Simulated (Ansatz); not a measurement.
# CBF2N: the cost of one run

Computed with the Python package of Ansatz 0.2.0. Level of theory: CAM-B3LYP/def2-SVP.

## 1. Starting point

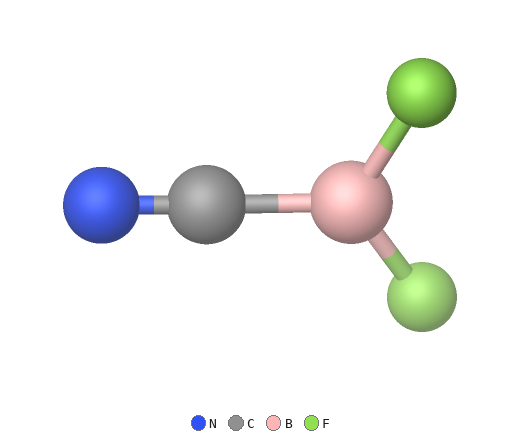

The structure that the script starts from, seen from a chosen angle (nitrogen blue, carbon grey, boron pink, fluorine green).

The script holds or builds the structure itself.

## 2. The code

Input file cbf2n.py:

```python
from dataclasses import dataclass

import ansatz as az
import numpy as np


@dataclass(frozen=True)
class Settings:
    basis_set: str = "def2-SVP"
    functional: str = "CAM-B3LYP"


cfg = Settings()


def main() -> None:
    geometry_ang = [
        ("N", (-0.6948, 1.7851, 0.8109)),
        ("C", (-0.3471, 0.8337, 0.36)),
        ("B", (0.1538, -0.4787, -0.2338)),
        ("F", (1.6232, -0.8747, 0.0319)),
        ("F", (-0.6851, -1.339, -1.0105)),
    ]
    molecule = az.Crystal.molecule()
    for symbol, xyz in geometry_ang:
        molecule = molecule.atom(symbol, xyz)

    calculation = (
        molecule.calculation()
        .basis(gaussian=cfg.basis_set)
        .functional(cfg.functional)
    )
    symbols = [site.symbol for site in molecule.cartesian_sites]
    start = np.array([site.position_ang for site in molecule.cartesian_sites], dtype=float)
    def progress(event):
        if event["event"] == "relax_step":
            row = event["data"]
            print(f"step {row['step']:3d}  E = {row['lagrangian_ev']:.6f} eV  max force {row['allowed_force_max_ev_ang']:.4f} eV/A")


    r = calculation.relax(force_tolerance=0.005).session().plan().execute(on_event=progress).report
    end = np.array(r["positions_ang"])

    print(f"E = {r['free_energy_ev']:.6f} eV = {r['free_energy_ev'] / 27.211386246:.7f} Ha")
    print("converged:", r["converged"], " doubts:", r["published_state_doubts"] or "none")

    print("bond        before    after (A)")
    for i, j in [(0, 1), (1, 2), (2, 3), (2, 4)]:
        d0, d1 = (np.linalg.norm(xyz[i] - xyz[j]) for xyz in (start, end))
        print(f"{symbols[i]}{i}-{symbols[j]}{j}".ljust(10), f"{d0:8.4f} {d1:8.4f}")

    charges = r["charge_distribution"]
    dipole = np.array(charges["dipole_moment_e_ang"]) * 4.803205
    print("dipole (D): {:.3f} {:.3f} {:.3f}, length {:.3f}".format(*dipole, np.linalg.norm(dipole)))
    print("atom  Mulliken   Lowdin")
    for symbol, m, l in zip(symbols, charges["mulliken_charges_e"], charges["lowdin_charges_e"]):
        print(f"{symbol:4s} {m:9.3f} {l:8.3f}")


if __name__ == "__main__":
    main()
```

## 3. The input behind the calls

The package turns the script's settings into the engine's input:

```yaml
crystal:
  periodic: [false, false, false]
  atoms:
    - { symbol: "N", position_ang: [-0.6948, 1.7851, 0.8109] }
    - { symbol: C, position_ang: [-0.3471, 0.8337, 0.36] }
    - { symbol: B, position_ang: [0.1538, -0.4787, -0.2338] }
    - { symbol: F, position_ang: [1.6232, -0.8747, 0.0319] }
    - { symbol: F, position_ang: [-0.6851, -1.339, -1.0105] }
basis:
  gaussian:
    orbitals: def2-SVP
hamiltonian:
  xc: cam_b3lyp
relax:
  f_tol: 0.005
```

## 4. Launch

Launch:

```bash
> python cbf2n.py
```

**Question.** How long does this script take on 1 thread of Arm Neoverse V1, shared host, and how much memory does it need?

About 17 s, with a peak of 0.21 GiB.
